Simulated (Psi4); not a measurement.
**HF/3-21G run of SiNH2Cl (SMILES N[Si]Cl)**

Aim: the vertical singlet–triplet gap of SiNH2Cl at HF/3-21G, from 2 runs. 

Program for the calculation: Psi4 1.11.

## (1) The molecule

SiNH2Cl: 5 atoms, total charge 0, spin state singlet. As SMILES, `N[Si]Cl`. The coordinates come from a PBE0-D4/def2-TZVP relaxation. This is one conformer, not always the lowest.

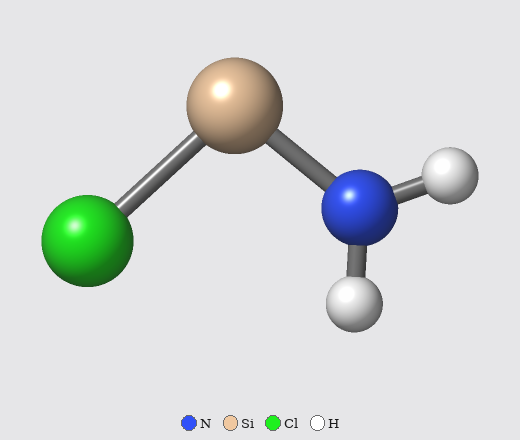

The structure, seen from a chosen angle (nitrogen blue, silicon light orange, chlorine green, hydrogen white).

## (2) Energy and gradient at HF/3-21G

Contents of clh2nsi.dat:

```
memory 1600 mb

molecule {
  0 1
  N     -0.28005741     1.10246622    -0.44200694
  Si    -0.21958618    -0.64590839     2.25368738
  Cl     1.22643225    -4.01472315     0.71299367
  H     -0.89440737     2.90753262    -0.42972372
  H      0.26191604     0.51135989    -2.17318504
  units bohr
  symmetry c1
  no_reorient
  no_com
}

set {
  basis         3-21G
  puream        true
  e_convergence 1e-09
  d_convergence 1e-08
  scf_type      pk
}

result = gradient("hf")
print_variables()
```

Launch:

```
$ psi4 -i clh2nsi.dat -o clh2nsi.out -n 1
```

clh2nsi.out (excerpt; [...] marks lines left out):

```text
[...]
  Running in c1 symmetry.
[...]
  Nuclear repulsion =  131.390318876394929
[...]
  Multiplicity = 1
[...]
  Nalpha       = 20
  Nbeta        = 20
[...]
    Number of basis functions: 39
[...]
   @RHF iter   1:  -800.02076769266353   -5.58868e-01   8.25145e-03 ADIIS/DIIS
[...]
   @RHF iter  11:  -800.07086089979111   -1.81899e-12   3.15221e-09 DIIS
[...]
    Orbital Energies [Eh]
    ---------------------
    Doubly Occupied:
       1A   -104.077213     2A    -68.358349     3A    -15.500242
       4A    -10.473470     5A     -7.936635     6A     -7.933161
       7A     -7.932893     8A     -6.160218     9A     -4.252676
      10A     -4.250941    11A     -4.249771    12A     -1.173459
      13A     -1.082933    14A     -0.709753    15A     -0.692763
      16A     -0.535041    17A     -0.481137    18A     -0.457960
      19A     -0.433462    20A     -0.358104
[...]
  @RHF Final Energy:  -800.07086089979111
   => Energetics <=
    Nuclear Repulsion Energy =            131.3903188763949288
    One-Electron Energy =               -1368.8219945489433940
    Two-Electron Energy =                 437.3608147727572373
    Total Energy =                       -800.0708608997911142
[...]
 Multipole Moments:
 ------------------------------------------------------------------------------------
     Multipole            Electronic (a.u.)      Nuclear  (a.u.)        Total (a.u.)
 ------------------------------------------------------------------------------------
 L = 1.  Multiply by 2.5417464519 to convert [e a0] to [Debye]
 Dipole X            :        -15.6052295           15.1822485           -0.4229810
 Dipole Y            :         67.6429750          -66.1568550            1.4861200
 Dipole Z            :        -38.3850837           37.9755584           -0.4095254
 Magnitude           :                                                    1.5984920
[...]
  -Total Gradient:
     Atom            X                  Y                   Z
    ------   -----------------  -----------------  -----------------
       1        0.000337807144    -0.009234436585     0.014178967572
       2        0.016168287318    -0.031203523486    -0.028334976274
       3       -0.016329500725     0.038019655947     0.017439959169
       4       -0.001676299626     0.004600230199     0.000581604858
       5        0.001499705888    -0.002181926106    -0.003865555323
[...]
```

Wall time 1.4 s (1 thread of Intel Xeon 6975P-C (Granite Rapids), shared host); peak memory 0.18 GiB.

## (3) The triplet, same level

Contents of job.json:

```json
{
 "schema_name": "qcschema_input",
 "schema_version": 1,
 "molecule": {
  "schema_name": "qcschema_molecule",
  "schema_version": 2,
  "symbols": ["N", "Si", "Cl", "H", "H"],
  "geometry": [-0.28005741, 1.10246622, -0.44200694, -0.21958618, -0.64590839, 2.25368738, 1.22643225, -4.01472315, 0.71299367, -0.89440737, 2.90753262, -0.42972372, 0.26191604, 0.51135989, -2.17318504],
  "molecular_charge": 0,
  "molecular_multiplicity": 3,
  "fix_symmetry": "c1"
 },
 "driver": "gradient",
 "model": {
  "method": "hf",
  "basis": "3-21G"
 },
 "keywords": {
  "reference": "uhf",
  "puream": true,
  "e_convergence": 1e-09,
  "d_convergence": 1e-08,
  "scf_type": "pk",
  "maxiter": 200,
  "scf_properties": ["MAYER_INDICES", "DIPOLE", "MULLIKEN_CHARGES"]
 }
}
```

Launch:

```
$ psi4 --qcschema job.json -n 1 --memory 1600MB
```

stdout (excerpt; [...] marks lines left out):

```text
[...]
  Running in c1 symmetry.
[...]
  Nuclear repulsion =  131.390318876394929
[...]
  Multiplicity = 3
[...]
  Nalpha       = 21
  Nbeta        = 19
[...]
    Number of basis functions: 39
[...]
   @UHF iter   1:  -799.91111734490846   -4.49218e-01   8.95255e-03 DIIS/ADIIS
[...]
   @UHF iter  13:  -799.97489912163587   -1.59162e-12   4.92208e-09 DIIS
[...]
   @S^2 Observed:                2.004397027E+00
[...]
  @UHF Final Energy:  -799.97489912163587
   => Energetics <=
    Nuclear Repulsion Energy =            131.3903188763949288
    One-Electron Energy =               -1368.8040267135004342
    Two-Electron Energy =                 437.4388087154695199
    Total Energy =                       -799.9748991216358718
  UHF NO Occupations:
  HONO-2 :   19  A 1.9991437
  HONO-1 :   20  A 1.0000000
[...]
 Multipole Moments:
 ------------------------------------------------------------------------------------
     Multipole            Electronic (a.u.)      Nuclear  (a.u.)        Total (a.u.)
 ------------------------------------------------------------------------------------
 L = 1.  Multiply by 2.5417464519 to convert [e a0] to [Debye]
 Dipole X            :          0.5786026           -1.1210147           -0.5424121
 Dipole Y            :         -3.1774998            4.5469305            1.3694307
 Dipole Z            :          2.5250029           -2.1290867            0.3959162
 Magnitude           :                                                    1.5252216
[...]
  -Total Gradient:
     Atom            X                  Y                   Z
    ------   -----------------  -----------------  -----------------
       1        0.010991377601    -0.047260569867     0.025482402708
       2        0.002702329722     0.002102176830    -0.017298226206
       3       -0.012240002638     0.036034905573     0.000129164052
       4       -0.002826143940     0.006365801117     0.003378073634
       5        0.001372439251     0.002757686348    -0.011691414188
[...]
```

The result, in JSON:

```text
{
 "driver": "gradient",
 "model": {
  "method": "hf",
  "basis": "3-21G"
 },
 "success": true,
 "return_result": [0.010991377601480324, -0.04726056986714436, 0.025482402708434104, 0.0027023297221542217, 0.0021021768302489988, -0.017298226206097722, -0.012240002637927308, 0.03603490557327642, 0.0001291640515202544, -0.002826143940012002, 0.006365801117043324, 0.0033780736340180756, 0.0013724392509736616, 0.002757686348046698, -0.011691414187908866],
 "properties": {
  "calcinfo_nbasis": 39,
  "calcinfo_nmo": 39,
  "calcinfo_nalpha": 21,
  "calcinfo_nbeta": 19,
  "calcinfo_natom": 5,
  "nuclear_repulsion_energy": 131.39031887639493,
  "return_energy": -799.9748991216359,
  "return_gradient": [0.010991377601480324, -0.04726056986714436, 0.025482402708434104, 0.0027023297221542217, 0.0021021768302489988, -0.017298226206097722, -0.012240002637927308, 0.03603490557327642, 0.0001291640515202544, -0.002826143940012002, 0.006365801117043324, 0.0033780736340180756, 0.0013724392509736616, 0.002757686348046698, -0.011691414187908866],
  "scf_one_electron_energy": -1368.8040267135004,
  "scf_two_electron_energy": 437.4388087154695,
  "scf_dipole_moment": [-0.5424120753608139, 1.3694306715682245, 0.3959162480210803],
  "scf_total_energy": -799.9748991216359,
  "scf_total_gradient": [0.010991377601480324, -0.04726056986714436, 0.025482402708434104, 0.0027023297221542217, 0.0021021768302489988, -0.017298226206097722, -0.012240002637927308, 0.03603490557327642, 0.0001291640515202544, -0.002826143940012002, 0.006365801117043324, 0.0033780736340180756, 0.0013724392509736616, 0.002757686348046698, -0.011691414187908866],
  "scf_iterations": 13
 }
}
```

Wall time 1.3 s (1 thread of Intel Xeon 6975P-C (Granite Rapids), shared host); peak memory 0.18 GiB.

## (4) Outcome

Level: HF/3-21G.

```
                                        quantity          value
                           singlet: total energy  -800.07086 Eh
                          singlet: dipole moment         4.06 D
                            singlet: HOMO energy       -9.74 eV
                            singlet: LUMO energy        1.51 eV
                          singlet: HOMO–LUMO gap       11.26 eV
               singlet: largest force on an atom     2.321 eV/Å
                           triplet: total energy  -799.97490 Eh
                          triplet: dipole moment         3.88 D
     triplet: HOMO energy (highest over α and β)       -6.99 eV
      triplet: LUMO energy (lowest over α and β)       -0.84 eV
                                   triplet: ⟨S²⟩          2.004
               triplet: largest force on an atom     2.818 eV/Å
vertical energy of the triplet above the singlet       2.611 eV
```

In words: At this shape the triplet lies 2.61 eV (60 kcal/mol) above the singlet. The largest force (singlet) is 2.32 eV/Å: the shape isn't a stationary point for this species at this level.
